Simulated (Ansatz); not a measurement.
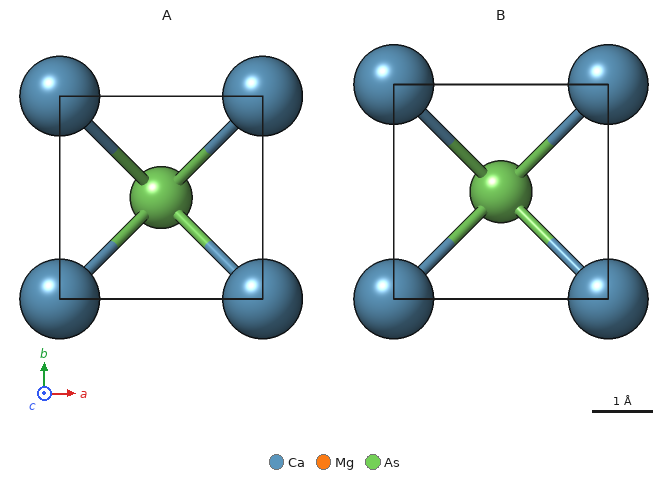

Two geometries of crystalline Ca2MgAs2 (a generated structure, set up in P4/mmm) (coarse preliminary run), drawn at one scale. One is the start of a relaxation, the other its converged end. A ball-and-stick model of the cell of the calculation, seen along the c axis.

Theory: DFT PBE, scalar-relativistic, plane waves, PAW (Ansatz 0.2.0). Set-up: plane-wave cutoff 420 eV; k-point mesh 6 × 6 × 2; occupations gaussian; smearing width 0.1 eV; no spin polarisation; cell and atoms relaxed; force threshold 0.04 eV/Å; at most 70 steps.

> Which of the two is the end point?

Structure B is the relaxed one. After 5 accepted moves (6 points after the start) the energy has fallen by 36.2 meV per atom. Largest force component: 0.36 eV/Å at the start, 0.003 eV/Å at the end. Pressure: 0.33 GPa at the start and −0.04 GPa at the end. The SCF was repeated once at an unchanged geometry on a basis and grid sized afresh for the cell, which shifted the energy by 0.2 meV per atom at most. The largest moves relative to the cell, 0.23 Å, are those of Ca atoms. By element the largest moves are Ca 0.23 Å, As 0.04 Å. Mg stays in place. The drawn cell changes as follows: a = b 3.390 → 3.584 Å (+5.7 %), c 11.081 → 10.592 Å (−4.4 %); the volume changes by +6.9 %. Some distances before and after: Ca–Ca 3.390 → 3.584 Å, As–Ca 3.062 → 3.017 Å, As–Mg 2.997 → 3.039 Å. Bond angles that change, for instance: As–Ca–As 103.0° → 114.3°, As–Ca–As 67.2° → 72.9°. The space group stays P4/mmm (No. 123).
